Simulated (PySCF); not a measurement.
**Run report: WCl₃, frequency calculation**

- system: WCl₃, multiplicity 4
- method: UKS-based PBE0, W def2-TZVP with ECP60, Cl def2-TZVP; non-relativistic Hamiltonian with a scalar-relativistic core potential; density fitting (PySCF 2.14.0)

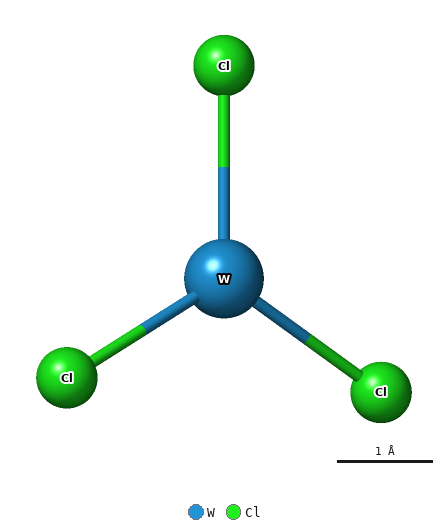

Fig. 1: The input geometry (ball-and-stick view, seen at a tilt). Sticks mark near contacts.

## Input
```python
from pyscf import gto, scf, dft
mol = gto.M(atom='''
W     -0.000000    -0.000000     0.000000
Cl     2.249047    -0.000000     0.000000
Cl    -1.124523     1.947732     0.000000
Cl    -1.124523    -1.947732     0.000000''',
    basis={'W': 'def2-TZVP', 'Cl': 'def2-TZVP'},
    ecp={'W': 'def2-TZVP'},
    charge=0, spin=3)
mf = dft.UKS(mol, xc='PBE0')
mf.grids.atom_grid = (75, 302)
aux = {'W': 'def2-universal-JKFIT', 'Cl': 'def2-universal-JKFIT'}
mf = mf.density_fit(auxbasis=aux)
mf.conv_tol = 1e-09
mf.diis_space = 10
mf.max_cycle = 60
mf.verbose = 4
mf.kernel()
```

The script is an equivalent of the set-up of the self-consistent field. The run itself was carried out by a driver, which started from the orbitals of the step before it where there was one and computed the further properties.

Run as:
```bash
OMP_NUM_THREADS=4 python axn.py task.json out
```

## Log
```
init E= -1447.39754878521
  alpha nocc = 34  HOMO = -0.245486949933438  LUMO = -0.0763516146610042
  beta  nocc = 31  HOMO = -0.359556688517865  LUMO = -0.0958978209942403
  HOMO = -0.245486949933  LUMO = -0.0958978209942  gap/eV = 4.07053
cycle= 1 E= -1447.3975487852  delta_E= 6.37e-12  |g|= 2.82e-06  |ddm|= 4.47e-06
  alpha nocc = 34  HOMO = -0.245486375770231  LUMO = -0.0763511436465326
  beta  nocc = 31  HOMO = -0.359556693176876  LUMO = -0.0958974586437843
  HOMO = -0.24548637577  LUMO = -0.0958974586438  gap/eV = 4.07052
Extra cycle  E= -1447.3975487852  delta_E= 1.36e-12  |g|= 4.01e-06  |ddm|= 5.61e-06
converged SCF energy = -1447.3975487852  <S^2> = 3.7647459  2S+1 = 4.0073662
```

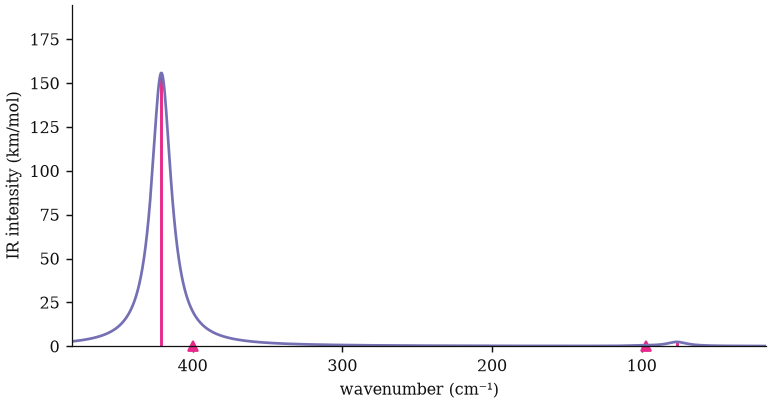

Fig. 2: Harmonic infrared spectrum, unscaled: sticks (degenerate modes added up, dark ones marked on the axis) with a Lorentzian envelope of 16 cm⁻¹ full width, scaled to the tallest stick. 6 modes from 76 to 421 cm⁻¹, none imaginary. The strongest line is at 421 cm⁻¹ (156 km/mol). All modes, in cm⁻¹ (km/mol): 76 (2.4), 97 (0.1), 97 (0.1), 400 (0.0), 421 (78), 421 (78).

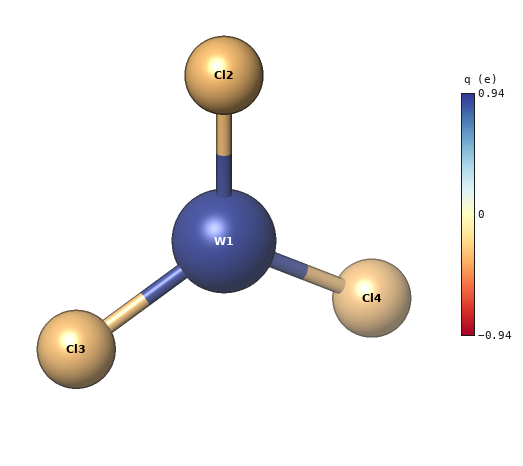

Fig. 3: Mulliken charges, as the colour of each atom (ball-and-stick view, seen at a tilt; atoms are numbered from 1 in the order of the input; Mulliken charges depend strongly on the basis). By element: W +0.90 and Cl −0.30 e.

## Results in brief

```csv
quantity,value
outcome,converged
total energy,−1447.397549 hartree
⟨S²⟩,3.765
zero-point energy,0.003446 hartree
dipole moment,0.00 D
"wavenumbers, lowest and highest",76 and 421 cm⁻¹
hardware,"4 threads of Arm Neoverse V2, 24 GiB of memory available, shared host"
wall time,53 s (CPU time 2.9 min)
peak memory,1.5 GiB
```
